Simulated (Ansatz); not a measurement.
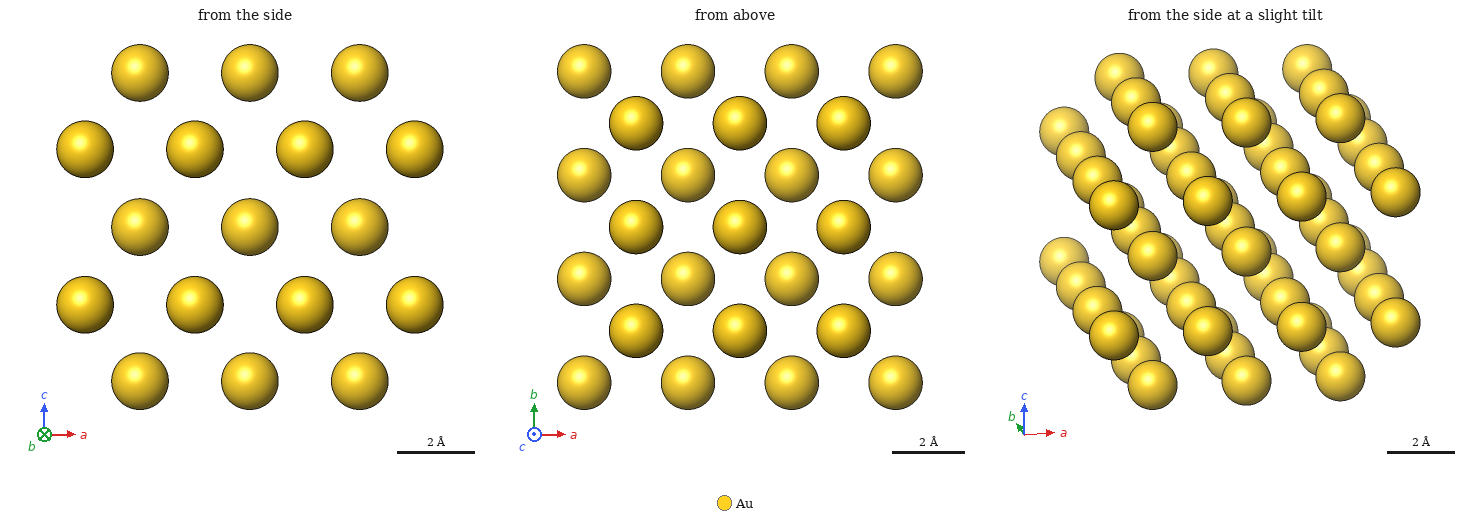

A spheres-only picture of a periodic slab, seen from the side, from above and from the side at a slight tilt. The surface normal points up in side views; the vacuum is left out. 3×3 cells are drawn in the plane, with atoms at the edges repeated.

The cell holds 5 Au. The slab was cut from bulk Au (Fm-3m).

### How thick is it?

About 8 Å from the lowest to the highest atom.

### State the number of planes and their content from above.

Five planes: Au / Au / Au / Au / Au.

### What facet is shown?

(1 0 0).

Calculation details: DFT PBEsol, scalar-relativistic, plane waves, PAW (Ansatz); plane-wave cutoff 420 eV, a 12×12×1 k-point grid, Gaussian smearing of 0.1 eV, no spin polarisation.

### Give the work function of each face.

5.17 eV on both faces.

Source of the structure: the standard structure of this element; a slab was cut from it. The atoms were relaxed in a fixed cell with Ansatz, DFT PBEsol, scalar-relativistic, plane waves, PAW.
